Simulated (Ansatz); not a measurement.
**Nudged elastic band of CH₉BSi (part 2 of 2)**

The same run, continued: CH₉BSi; RKS PBE0-D4/6-31G* (Ansatz 0.2.0). It belongs to a series of runs on one base structure; here: band between the two ends.

Geometry of the input (Å):
```
B  -0.4050  -0.3037  0.6659
C  0.2156  0.4947  1.9024
H  -0.5533  0.8510  2.5970
H  0.9446  -0.0843  2.4834
H  0.7407  1.3819  1.5275
H  0.4355  -0.8078  -0.0813
H  -1.2630  0.1704  -0.0332
Si -0.2035  -2.4940  0.6663
H  -0.3840  -2.8770  -0.7540
H  1.1759  -2.6329  1.1887
H  -1.0564  -3.4192  1.4790
H  -1.1446  -1.2739  1.1697
```

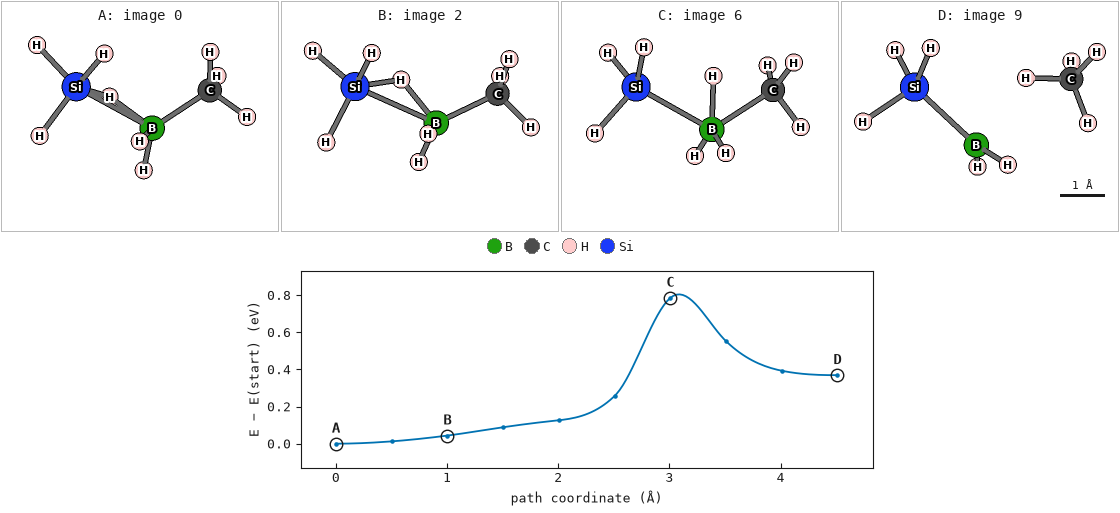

Figure 1. Images of the last band (counted from 0; ball-and-stick, seen at a tilt) above the energy along the path; the line is a cubic interpolation that uses the forces. The highest image is number 6, 0.785 eV above the start and 0.416 eV above the end; the end lies 0.369 eV above the start. The path is 4.51 Å long. The band converged in 23 iterations.

```
Total energy: -9729.53707655 eV, -357.5538926461 hartree
Atom 0 at    -0.203923    -0.465534     0.491310 Å, force     0.044718     0.151035     0.159399 eV/Å
Atom 1 at     0.098277     0.490231     1.944829 Å, force    -0.015668     0.063046    -0.115447 eV/Å
Atom 2 at    -0.678446     0.450457     2.715104 Å, force    -0.005447    -0.009422    -0.086538 eV/Å
Atom 3 at     1.078179     0.360935     2.415732 Å, force    -0.026014    -0.010319    -0.085842 eV/Å
Atom 4 at     0.068150     1.468218     1.468502 Å, force     0.017677     0.161222     0.066387 eV/Å
Atom 5 at     0.746046    -0.297286    -0.223387 Å, force     0.005999    -0.091493     0.037794 eV/Å
Atom 6 at    -1.322141    -0.199474     0.145150 Å, force    -0.004856    -0.090777     0.037437 eV/Å
Atom 7 at    -0.291691    -2.554345     0.579227 Å, force     0.015969     0.024928     0.056557 eV/Å
Atom 8 at    -0.530705    -3.010925    -0.819800 Å, force     0.008083     0.137354     0.016403 eV/Å
Atom 9 at     0.967006    -3.198046     1.057625 Å, force     0.005157    -0.002113     0.000215 eV/Å
Atom 10 at    -1.404125    -3.076751     1.425363 Å, force    -0.003777     0.003034     0.006948 eV/Å
Atom 11 at    -0.024127    -0.962280     1.611846 Å, force    -0.041841    -0.336494    -0.093313 eV/Å
Dipole moment:     0.057555     0.126171     0.291508 e Å
this run last wrote the band of iteration 23 to [file]
```

## The last band as extended XYZ (Å, eV, eV/Å)
```
12
Properties=species:S:1:pos:R:3:forces:R:3 image=0 energy=-9730.32230
B    -0.4050   -0.3037    0.6659   -0.0109  -0.0118   0.0082
C     0.2156    0.4947    1.9024    0.0102   0.0009   0.0062
H    -0.5533    0.8510    2.5970    0.0019  -0.0022  -0.0019
H     0.9446   -0.0843    2.4834   -0.0062   0.0094  -0.0083
H     0.7407    1.3819    1.5275   -0.0083  -0.0103   0.0019
H     0.4355   -0.8078   -0.0813    0.0030  -0.0013  -0.0059
H    -1.2630    0.1704   -0.0332    0.0089   0.0026   0.0001
Si   -0.2035   -2.4940    0.6663   -0.0098   0.0035  -0.0041
H    -0.3840   -2.8770   -0.7540    0.0029   0.0037   0.0177
H     1.1759   -2.6329    1.1887    0.0054  -0.0045  -0.0034
H    -1.0564   -3.4192    1.4790    0.0056  -0.0002  -0.0060
H    -1.1446   -1.2739    1.1697   -0.0027   0.0102  -0.0045
12
Properties=species:S:1:pos:R:3:forces:R:3 image=1 energy=-9730.30983
B    -0.3614   -0.3363    0.7122   -0.0082   0.0025  -0.0011
C     0.2049    0.5738    1.8975    0.0017  -0.0050   0.0000
H    -0.5777    0.8791    2.6010    0.0036   0.0010  -0.0001
H     1.0098    0.1036    2.4743   -0.0038  -0.0163   0.0009
H     0.6155    1.4934    1.4631    0.0132  -0.0084   0.0038
H     0.5237   -0.8358    0.0155   -0.0106  -0.0003  -0.0053
H    -1.2472    0.0494   -0.0057   -0.0031   0.0108  -0.0027
Si   -0.2257   -2.5396    0.6363    0.0033   0.0042   0.0015
H    -0.4609   -2.7736   -0.8063    0.0044  -0.0087   0.0028
H     1.1509   -2.8212    1.1070    0.0057   0.0168   0.0055
H    -1.1310   -3.4761    1.3759    0.0117  -0.0003   0.0070
H    -0.9983   -1.3115    1.3408   -0.0180   0.0038  -0.0124
12
Properties=species:S:1:pos:R:3:forces:R:3 image=2 energy=-9730.27855
B    -0.3059   -0.3666    0.7412   -0.0136   0.0033   0.0012
C     0.1840    0.6405    1.8847    0.0036  -0.0042   0.0011
H    -0.6013    0.8600    2.6164    0.0058   0.0086  -0.0018
H     1.0701    0.2985    2.4306   -0.0020  -0.0235   0.0024
H     0.4445    1.5927    1.4066    0.0251  -0.0100   0.0011
H     0.6080   -0.8140    0.0517   -0.0170  -0.0141   0.0018
H    -1.2632   -0.0920    0.0636   -0.0042   0.0184  -0.0079
Si   -0.2462   -2.5824    0.6177    0.0058   0.0050   0.0035
H    -0.5393   -2.6886   -0.8277    0.0033  -0.0057   0.0015
H     1.1249   -2.9893    1.0044    0.0132   0.0313   0.0041
H    -1.2004   -3.4950    1.3226    0.0232  -0.0108   0.0050
H    -0.7729   -1.3587    1.4996   -0.0432   0.0017  -0.0121
12
Properties=species:S:1:pos:R:3:forces:R:3 image=3 energy=-9730.23367
B    -0.2386   -0.3769    0.7373   -0.0143  -0.0008   0.0034
C     0.1542    0.6786    1.8788    0.0095   0.0043   0.0024
H    -0.6230    0.7895    2.6428    0.0047   0.0181  -0.0028
H     1.0994    0.4514    2.3829    0.0011  -0.0134   0.0052
H     0.2689    1.6582    1.3987    0.0209  -0.0042  -0.0062
H     0.6817   -0.7147    0.0064   -0.0118  -0.0291   0.0176
H    -1.2822   -0.2285    0.1483    0.0013   0.0209  -0.0071
Si   -0.2724   -2.6207    0.6137    0.0161   0.0108  -0.0086
H    -0.5790   -2.6371   -0.8309   -0.0076  -0.0020   0.0045
H     1.0726   -3.1566    0.9324    0.0141   0.0303  -0.0052
H    -1.3000   -3.4452    1.3152    0.0189  -0.0322   0.0002
H    -0.4791   -1.3928    1.5859   -0.0529  -0.0028  -0.0035
12
Properties=species:S:1:pos:R:3:forces:R:3 image=4 energy=-9730.19600
B    -0.1813   -0.3672    0.7054   -0.0104   0.0174  -0.0072
C     0.1247    0.6789    1.8855    0.0066   0.0170   0.0133
H    -0.6406    0.6780    2.6693    0.0010   0.0295  -0.0029
H     1.0992    0.5190    2.3594    0.0019   0.0241   0.0024
H     0.1364    1.6843    1.4482    0.0086   0.0094  -0.0145
H     0.7184   -0.5589   -0.0896   -0.0006  -0.0289   0.0187
H    -1.2877   -0.3392    0.2107    0.0112  -0.0099   0.0125
Si   -0.2958   -2.6356    0.6161    0.0088  -0.0099   0.0107
H    -0.5616   -2.6406   -0.8355   -0.0042   0.0314  -0.0032
H     0.9854   -3.3171    0.9325    0.0019  -0.0078  -0.0185
H    -1.4146   -3.2999    1.3375    0.0005  -0.0372  -0.0109
H    -0.1800   -1.3964    1.5721   -0.0253  -0.0350  -0.0005
12
Properties=species:S:1:pos:R:3:forces:R:3 image=5 energy=-9730.06521
B    -0.1738   -0.3474    0.6043    0.0449   0.1769   0.1622
C     0.1109    0.5936    1.8984   -0.0034   0.1550  -0.0754
H    -0.6588    0.5058    2.6745    0.0002   0.0778  -0.0646
H     1.0831    0.4019    2.3684   -0.0168   0.0788  -0.0663
H     0.1090    1.6215    1.5324    0.0247   0.2273   0.0909
H     0.7273   -0.3977   -0.2034   -0.0256  -0.1399   0.0338
H    -1.3024   -0.2909    0.1669    0.0227  -0.1497   0.0236
Si   -0.3024   -2.5910    0.6264    0.0128  -0.0655   0.0645
H    -0.5481   -2.8349   -0.8144    0.0150   0.2471   0.0145
H     0.9551   -3.2670    1.0366    0.0113  -0.0821  -0.0183
H    -1.4412   -3.1113    1.4244   -0.0263  -0.0655  -0.0050
H    -0.0562   -1.2773    1.4970   -0.0595  -0.4602  -0.1600
12
Properties=species:S:1:pos:R:3:forces:R:3 image=6 energy=-9729.53705
B    -0.2039   -0.4655    0.4913    0.0447   0.1510   0.1594
C     0.0983    0.4902    1.9448   -0.0157   0.0630  -0.1154
H    -0.6784    0.4505    2.7151   -0.0054  -0.0094  -0.0865
H     1.0782    0.3609    2.4157   -0.0260  -0.0103  -0.0858
H     0.0682    1.4682    1.4685    0.0177   0.1612   0.0664
H     0.7460   -0.2973   -0.2234    0.0060  -0.0915   0.0378
H    -1.3221   -0.1995    0.1452   -0.0049  -0.0908   0.0374
Si   -0.2917   -2.5543    0.5792    0.0160   0.0249   0.0566
H    -0.5307   -3.0109   -0.8198    0.0081   0.1374   0.0164
H     0.9670   -3.1980    1.0576    0.0052  -0.0021   0.0002
H    -1.4041   -3.0768    1.4254   -0.0038   0.0030   0.0069
H    -0.0241   -0.9623    1.6118   -0.0418  -0.3365  -0.0933
12
Properties=species:S:1:pos:R:3:forces:R:3 image=7 energy=-9729.77012
B    -0.2343   -0.6037    0.3182   -0.0389  -0.1707  -0.2226
C     0.1105    0.4525    2.0673    0.0324  -0.0419   0.1508
H    -0.6883    0.4904    2.8070    0.0006   0.0459   0.1283
H     1.0994    0.4000    2.5215    0.0439   0.0498   0.1259
H     0.0518    1.3216    1.4163   -0.0212  -0.1915  -0.0638
H     0.7444   -0.2240   -0.2560   -0.0182   0.0952  -0.0510
H    -1.3057   -0.1228    0.0909    0.0063   0.1005  -0.0562
Si   -0.2998   -2.6096    0.5331   -0.0115  -0.0788  -0.0572
H    -0.5261   -3.1262   -0.8461   -0.0150  -0.1524  -0.0349
H     0.9607   -3.2191    1.0603   -0.0059  -0.0254  -0.0144
H    -1.4110   -3.0995    1.4063   -0.0012  -0.0315  -0.0118
H     0.0008   -0.6544    1.6928    0.0287   0.4009   0.1068
12
Properties=species:S:1:pos:R:3:forces:R:3 image=8 energy=-9729.92936
B    -0.2648   -0.7001    0.0990   -0.0082  -0.0226  -0.0548
C     0.1313    0.5042    2.2088    0.0026   0.0115   0.0372
H    -0.6686    0.5825    2.9464    0.0076   0.0230   0.0387
H     1.1167    0.4887    2.6764    0.0078   0.0219   0.0380
H     0.0647    1.3150    1.4864    0.0035  -0.0009   0.0208
H     0.7345   -0.2134   -0.3475   -0.0061   0.0035  -0.0270
H    -1.2940   -0.1012   -0.0298   -0.0015   0.0074  -0.0273
Si   -0.3161   -2.6835    0.4689   -0.0036  -0.0227  -0.0207
H    -0.5296   -3.3399   -0.8578   -0.0046  -0.0537  -0.0014
H     0.9495   -3.2302    1.0445    0.0001  -0.0019  -0.0093
H    -1.4303   -3.1088    1.3686   -0.0013  -0.0030  -0.0079
H     0.0093   -0.5082    1.7476    0.0037   0.0375   0.0137
12
Properties=species:S:1:pos:R:3:forces:R:3 image=9 energy=-9729.95319
B    -0.2998   -0.7886   -0.0788    0.0006   0.0114   0.0192
C     0.1450    0.5808    2.3236   -0.0064   0.0146   0.0005
H    -0.6913    0.7384    3.0086    0.0266  -0.0051  -0.0171
H     1.0917    0.5496    2.8678   -0.0177   0.0072  -0.0065
H     0.1698    1.3721    1.5724   -0.0005  -0.0257   0.0237
H     0.6996   -0.2657   -0.4825   -0.0034  -0.0054  -0.0064
H    -1.3222   -0.1683   -0.1523    0.0033  -0.0026  -0.0078
Si   -0.3142   -2.7463    0.4150   -0.0001  -0.0210  -0.0107
H    -0.5619   -3.4991   -0.8571    0.0037   0.0066   0.0171
H     0.9792   -3.2388    0.9763   -0.0149   0.0056  -0.0058
H    -1.3998   -3.1213    1.3695    0.0108   0.0040  -0.0080
H     0.0063   -0.4078    1.8490   -0.0018   0.0103   0.0018
```

## Key numbers

| quantity | value |
| --- | --- |
| outcome | converged |
| barrier, forward | 0.785 eV |
| barrier, backward | 0.416 eV |
| hardware | 1 thread of AMD EPYC (Zen 3), 24 GiB of memory available, shared host |
| wall time | 6.8 min |
| peak memory | 0.15 GiB |

## Notes

The order of the saddle point was not checked.
